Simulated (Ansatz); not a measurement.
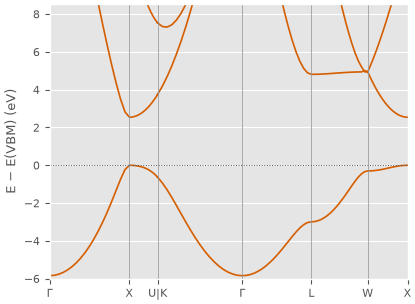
Fig. 1. Band structure from LDA in the plane-wave PAW code Ansatz

Problem. Read off the gap and where the band edges lie.

Solution. About 2.5 eV (2.54 eV by a search for the band edges); maximum at X, minimum at X.

The material is LiH (rock salt, space group No. 225).

Space group Fm-3m (rock salt). The LDA relaxation kept the symmetry of its start; phonons on a q-mesh show no instability.

Potentials: the later of the program's two PAW sets.
